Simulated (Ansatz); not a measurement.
HfO2 (Fm-3m): refractive index against wavelength

The refractive index of HfO2 (Fm-3m) below the direct gap (3.72 eV on the mesh) is read from one computed spectrum, n = √(Re ε).

The structure is cubic, space group Fm-3m (No. 225). The conventional cell has a = 5.115 Å, b = 5.115 Å, c = 5.115 Å, α = 90.00°, β = 90.00°, γ = 90.00°. Hf on site a is surrounded by 8 O at 2.21 Å. Around O on site c lie 4 Hf at 2.21 Å.

Method: Ansatz 0.2.0, PBE, independent particles, k-mesh 12×12×12 with interpolation inside its cells, Gaussian parameter 0.2 eV.

Launch of the response step: `ansatz run input.yaml --threads 4 --pin off --max-ram 8192MiB --backend cpu --events-out ev --progress --plain --runs-dir out`. The run took 6 s, on 4 threads of Intel(R) Xeon(R) Platinum 8488C (Sapphire Rapids), with other jobs on the host.

```
wavelength (nm)  photon energy E (eV)       n
           1550                 0.800  2.3537
           1310                 0.946  2.3576
           1064                 1.165       ?
            850                 1.459  2.3771
            700                 1.771  2.3939
            633                 1.959  2.4060
            532                 2.331  2.4354
```

In the single-oscillator model n² − 1 = E₀E_d/(E₀² − E²), so 1/(n² − 1) = E₀/E_d − E²/(E₀E_d) is linear in E².

Working, on the rows shown:

| x = E² (eV²) | y = 1/(n² − 1) |
| --- | --- |
| 0.639837 | 0.220269 |
| 0.895757 | 0.219381 |
| 2.12762 | 0.215026 |
| 3.13716 | 0.211383 |
| 3.83641 | 0.208819 |
| 5.43137 | 0.202791 |

Means: x̄ = 2.678, ȳ = 0.21294. Σ(x − x̄)(y − ȳ) = -0.061, Σ(x − x̄)² = 16.77. Slope = -0.061 / 16.77 = -0.003638; intercept = ȳ − slope · x̄ = 0.22269. Turned back into n, the line misses the rows shown by at most 0.00068.

Q: Predict the last column of the withheld row from the fit.

A: At x = 1.3578 the line gives y = 0.21775, that is 2.3648. The run gave 2.3648, so the interpolation holds to the digits printed.

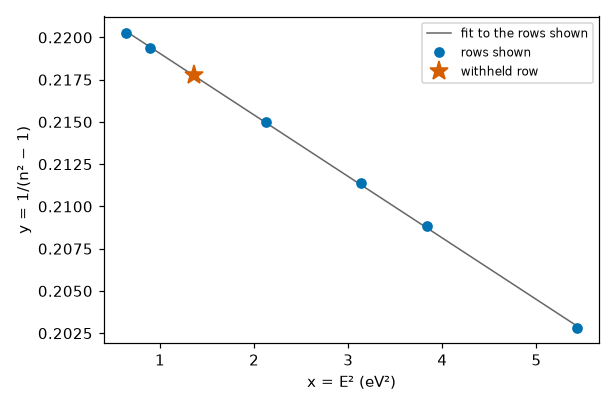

Refitted with all rows, the slope is -0.003638 and the intercept 0.22269. These give E₀ = √(intercept/−slope) = 7.82 eV and E_d = E₀/intercept = 35.1 eV; E₀ is 2.1 times the direct gap. The electronic limit at long wavelengths, without lattice vibrations, is n = √(1 + 1/intercept) = 2.343. Excitons are left out and so are local fields; PBE gaps are as a rule too small. Spin-orbit coupling is left out.

[Logs are printed without paths, hosts, clocks, repeated set-up lines and the standing remarks that a program may print on its own settings, such as how far it seeks lower states.]
